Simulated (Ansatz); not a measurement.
```yaml
atoms:
  - { symbol: Sr, position_ang: [-2.0730, 0.3661, 0.1002] }
  - { symbol: Sr, position_ang: [2.0730, -0.3661, -0.1004] }
  - { symbol: O, position_ang: [0.1814, 1.0343, -0.0253] }
  - { symbol: O, position_ang: [-0.1814, -1.0343, 0.0254] }
```

Geometry: PBE-D4/def2-TZVP; core potentials replace the inner electrons of Sr.

Method: UKS PBE0-D4/def2-TZVP in Ansatz.

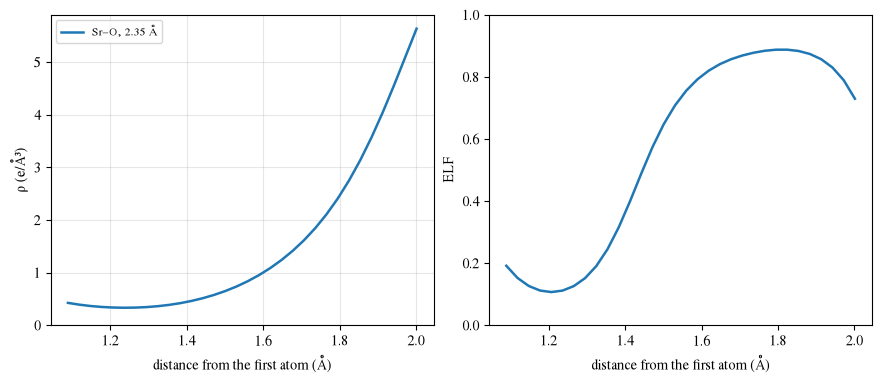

O₂Sr₂ (quintet). Electron density and ELF along straight lines between neighbouring atoms. The curves leave out the atomic cores.

Q: What kind of bonding do the profiles show?

A: Sr–O (2.35 Å): the density is about 0.35 e/Å³ at the midpoint; the ELF is about 0.10 at the midpoint (a largely ionic contact).
